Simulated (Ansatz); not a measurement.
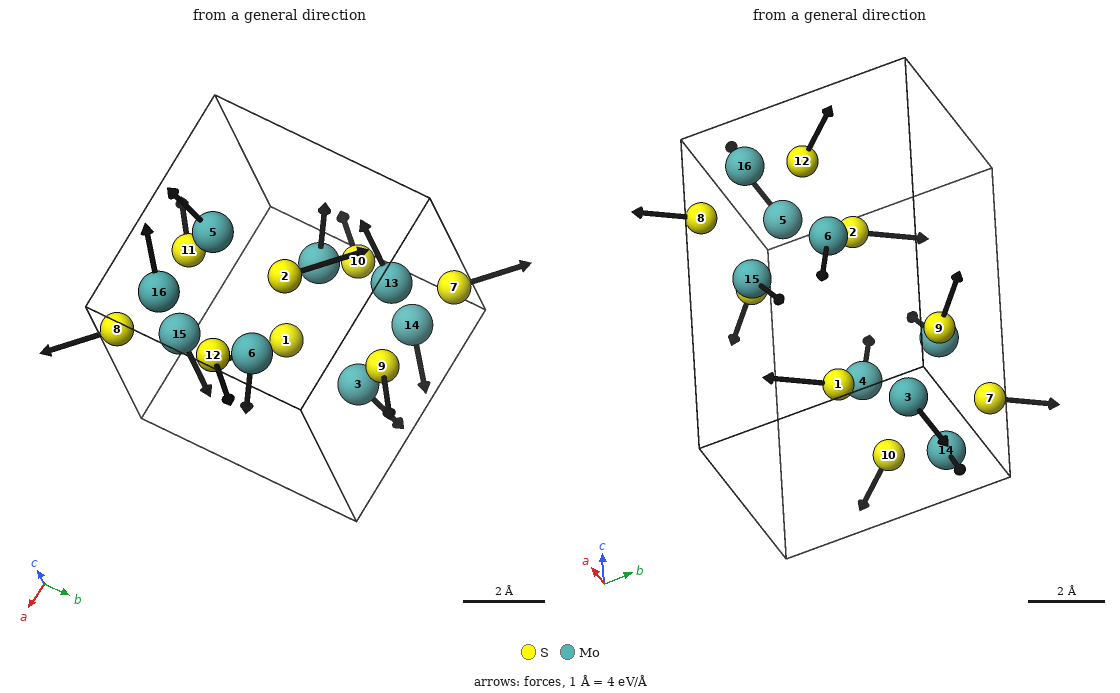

We look at a spheres-only model of the crystal from two general directions. One simulation cell is framed, with atoms on its boundary repeated. The arrows are the computed forces on the atoms.

System: MoS. The numbers come from DFT, PAW plane waves, r2SCAN in Ansatz 0.2.0, using wavefunction cutoff 500 eV, a 4×4×3 grid in reciprocal space, Methfessel-Paxton smearing of 0.15 eV, no spin polarisation.

### Are the forces small enough to call this converged?

No. The atoms still feel forces of up to about 7.2 eV/Å, far above a usual threshold of 0.01 to 0.03 eV/Å.

Where the cell comes from: a generated cell, made by putting these elements into a known structure type (the compound may or may not exist in this form). No relaxation was applied. It was run through Ansatz as a DFT input.
